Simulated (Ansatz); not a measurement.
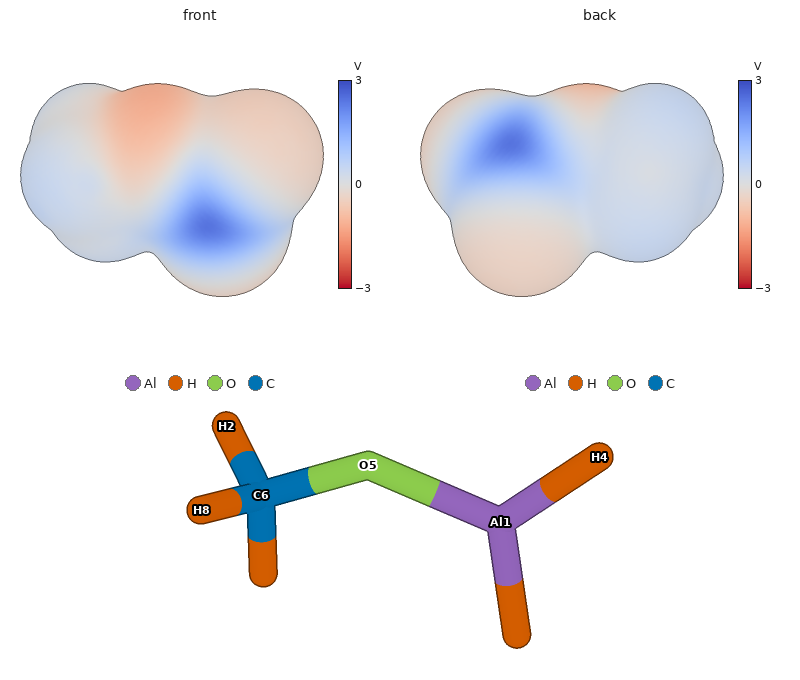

Figure. CH5AlO. The electrostatic potential painted on the density surface at 0.001 e/bohr³, seen from the front and from behind; red is negative and blue positive. The bare structure is drawn below in the same view.

The product side of a reaction path; geometry: PBE0-D4/def2-TZVP.

These are results of RKS PBE0-D4/def2-TZVPP in Ansatz, not measurements.

Input

```
crystal:
  periodic: [false, false, false]
  atoms:
    - {symbol: Al, position_ang: [-1.076897, 0.645397, -0.961397]}
    - {symbol: H, position_ang: [0.521466, -1.171418, 1.610757]}
    - {symbol: H, position_ang: [-0.632574, -0.131863, -2.269787]}
    - {symbol: H, position_ang: [-2.255216, 1.690532, -0.886078]}
    - {symbol: O, position_ang: [-0.244778, 0.354160, 0.475759]}
    - {symbol: C, position_ang: [0.827474, -0.469361, 0.828121]}
    - {symbol: H, position_ang: [1.209212, -1.051616, -0.020627]}
    - {symbol: H, position_ang: [1.651312, 0.134170, 1.223152]}
basis:
  gaussian: {orbitals: def2-TZVPP}
hamiltonian: {xc: pbe0, dispersion: d4}
output: {orbitals: {seedname: orbitals}}
```

Run with:

```sh
ansatz run in.yaml --threads 2 --pin off --events-out ev --progress --plain --max-ram 4352MiB
```

> Where is the surface potential most negative and most positive?

The most negative region (about −1.1 V, or −25 kcal/mol for a unit charge) lies over O5, the most positive (about +2.4 V, or +55 kcal/mol for a unit charge) over Al1. O5 is the likeliest acceptor of a hydrogen bond.
